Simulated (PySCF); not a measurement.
# ZnN2H4 (SMILES [NH2][Zn][NH2]) at 6 levels

Wanted: a comparison of 6 runs (HF/STO-3G, HF/6-31G*, HF/def2-SVP, B3LYP/6-31G*, PBE0/def2-SVP, CAM-B3LYP/def2-SVPD) of ZnN2H4. 

Program for the calculation: PySCF 2.14.0.

### Step 1. The system as given

The species is ZnN2H4 (7 atoms), meant as a singlet with charge 0. SMILES: `[NH2][Zn][NH2]`. The shape is that of a PBE0-D4/def2-TZVP optimisation.

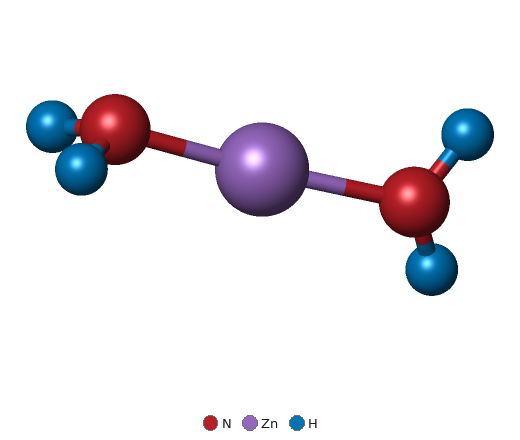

Viewed from a chosen angle; nitrogen red, zinc purple, hydrogen blue.

### Step 2. Energy and gradient at HF/STO-3G (run 1)

The input, start.xyz:

```xyz
7

N     -1.437000    -0.173500    -1.094500
Zn     0.028100    -0.008500    -0.042300
N      1.594300     0.125900     0.857500
H     -2.312300    -0.407600    -0.649200
H     -1.611800     0.549600    -1.777200
H      2.146900    -0.711500     0.971000
H      1.591800     0.625600     1.734700
```

The input, calc.py:

```python
from pyscf import gto

molecule = gto.M(
    atom='start.xyz',
    verbose=4,
    basis='sto-3g',
    max_memory=1860,
)

myscf = molecule.RHF()
myscf.conv_tol = 1e-10
myscf.kernel()
if not myscf.converged:
    myscf = myscf.newton().run(myscf.mo_coeff, myscf.mo_occ)

e_tot = myscf.e_tot
print('Final energy', e_tot)
grad = myscf.nuc_grad_method().kernel()
myscf.analyze()
```

The run is started by

```console
$ OMP_NUM_THREADS=1 python calc.py
```

Output:

```text
PySCF version 2.14.0

[... 89 lines left out ...]
One-electron Energy =                -2955.629205547938454
[... 6 lines left out ...]
MO #2   energy= -43.6418870526495  occ= 2
[... 4 lines left out ...]
MO #7   energy= -15.1695511274972  occ= 2
[... 4 lines left out ...]
MO #12  energy= -1.01046392931609  occ= 2
[... 4 lines left out ...]
MO #17  energy= -0.486525785437396 occ= 2
[... 4 lines left out ...]
MO #22  energy= -0.278645452884786 occ= 2
[... 4 lines left out ...]
MO #27  energy= 0.51881727429553   occ= 0
[... 4 lines left out ...]
MO #32  energy= 0.873342688499174  occ= 0
[... 42 lines left out ...]
Dipole moment(X, Y, Z, Debye): -0.48493,  0.14692,  0.73113
```

It took 3.9 s on 1 thread of Intel Xeon at 2.50GHz (Skylake/Cascade Lake), shared host; peak memory 0.12 GiB.

### Step 3. Energy and forces at HF/6-31G(d) (spherical functions) (run 2)

The input, mol.xyz:

```xyz
7

N     -1.437000    -0.173500    -1.094500
Zn     0.028100    -0.008500    -0.042300
N      1.594300     0.125900     0.857500
H     -2.312300    -0.407600    -0.649200
H     -1.611800     0.549600    -1.777200
H      2.146900    -0.711500     0.971000
H      1.591800     0.625600     1.734700
```

The input, job.py:

```python
from pyscf import gto

molecule = gto.M(
    atom='mol.xyz',
    charge=0,
    verbose=4,
    basis='6-31g*',
    max_memory=1860,
)

myscf = molecule.RHF()
myscf.conv_tol = 1e-10
myscf.kernel()
if not myscf.converged:
    myscf = myscf.newton().run(myscf.mo_coeff, myscf.mo_occ)

e_final = myscf.e_tot
print('Final energy', e_final)
grad = myscf.nuc_grad_method().kernel()
myscf.analyze()
```

The run is started by

```console
$ OMP_NUM_THREADS=1 python job.py
```

Output:

```text
PySCF version 2.14.0

[... 84 lines left out ...]
DFT Exchange-Correlation Energy =      -84.415760428868225
[... 11 lines left out ...]
MO #10  energy= -3.84484634379722  occ= 2
[... 9 lines left out ...]
MO #20  energy= -0.599141617608719 occ= 2
[... 9 lines left out ...]
MO #30  energy= 0.301325502327774  occ= 0
[... 9 lines left out ...]
MO #40  energy= 1.07157487077517   occ= 0
[... 9 lines left out ...]
MO #50  energy= 1.9245920687497    occ= 0
[... 9 lines left out ...]
MO #60  energy= 2.64292981903766   occ= 0
[... 9 lines left out ...]
MO #70  energy= 3.46496011208733   occ= 0
[... 80 lines left out ...]
Dipole moment(X, Y, Z, Debye): -0.91211,  0.27605,  1.37453
```

It took 23 s on 1 thread of Intel Xeon at 2.50GHz (Skylake/Cascade Lake), shared host; peak memory 0.14 GiB.

Runs 3 to 5 aren't shown in full; the table further down has their settings and results.

### Step 4. Energy and forces at CAM-B3LYP/def2-SVPD (run 6)

The input, run.py:

```python
import pyscf.grad
from pyscf import gto, dft

system = gto.M(
    atom='''
N     -2.715536    -0.327867    -2.068305
Zn     0.053101    -0.016063    -0.079935
N      3.012790     0.237917     1.620440
H     -4.369614    -0.770252    -1.226810
H     -3.045861     1.038593    -3.358421
H      4.057053    -1.344540     1.834924
H      3.008066     1.182213     3.278108
''',
    basis='def2-svpd',
    unit='bohr',
    max_memory=1860,
    charge=0,
    spin=0,
    verbose=4,
)

myscf = dft.RKS(system, xc='cam-b3lyp')
myscf.grids.level = 5
myscf.conv_tol = 1e-10
myscf.kernel()
if not myscf.converged:
    myscf = myscf.newton().run(myscf.mo_coeff, myscf.mo_occ)

e_final = myscf.e_tot
print('Final energy', e_final)
grad = myscf.Gradients().kernel()
myscf.analyze()
```

The run is started by

```console
$ OMP_NUM_THREADS=1 python run.py
```

Output:

```text
PySCF version 2.14.0

[... 76 lines left out ...]
Final energy -1891.0642592286126
[... 30 lines left out ...]
MO #8   energy= -4.91268427713699  occ= 2
[... 13 lines left out ...]
MO #22  energy= -0.411392765937225 occ= 2
[... 13 lines left out ...]
MO #36  energy= 0.231909576868649  occ= 0
[... 13 lines left out ...]
MO #50  energy= 0.482679223118354  occ= 0
[... 13 lines left out ...]
MO #64  energy= 1.05583936574592   occ= 0
[... 13 lines left out ...]
MO #78  energy= 1.83652519425954   occ= 0
[... 13 lines left out ...]
MO #92  energy= 2.75313523870082   occ= 0
[... 13 lines left out ...]
MO #106 energy= 6.65158552734005   occ= 0
[... 116 lines left out ...]
Dipole moment(X, Y, Z, Debye): -0.69112,  0.20918,  1.04158
```

Wall time 2.2 min (1 thread of Intel Xeon at 2.50GHz (Skylake/Cascade Lake), shared host); peak memory 1.1 GiB.

### Step 5. The series

```csv
run,level,integration grid,energy (Eh),dipole moment (D),HOMO energy (eV),LUMO energy (eV),wall time
1,HF/STO-3G,–,-1867.076353,0.89,-4.04,7.07,3.9 s
2,HF/6-31G* (spherical functions),–,-1888.713680,1.67,-9.82,2.48,23 s
3,HF/def2-SVP,–,-1888.695121,1.67,-9.82,2.25,14 s
4,B3LYP/6-31G* (spherical functions),5,-1891.032209,1.37,-6.12,-0.22,48 s
5,PBE0/def2-SVP,5,-1890.589147,1.46,-6.20,0.08,44 s
6,CAM-B3LYP/def2-SVPD,5,-1891.064259,1.27,-8.27,0.36,2.2 min
```

### Step 6. Results

| quantity | value |
| --- | --- |
| run 6: total energy | -1891.06426 Eh |
| run 6: dipole moment | 1.27 D |
| run 6: HOMO energy | -8.27 eV |
| run 6: LUMO energy | 0.36 eV |
| run 6: HOMO–LUMO gap | 8.64 eV |
| run 6: largest force on an atom | 0.256 eV/Å |

What this shows: The dipole moment (its size) runs from 0.89 D (HF/STO-3G) to 1.67 D (HF/6-31G*). The HOMO–LUMO gap runs from 5.90 eV (B3LYP/6-31G*) to 12.30 eV (HF/6-31G*). Exact exchange widens orbital gaps. Totals of different functionals can't be ranked against each other. In run 1 the basis is minimal, so the values are rough. All runs together took 4.5 min, the longest 2.2 min.
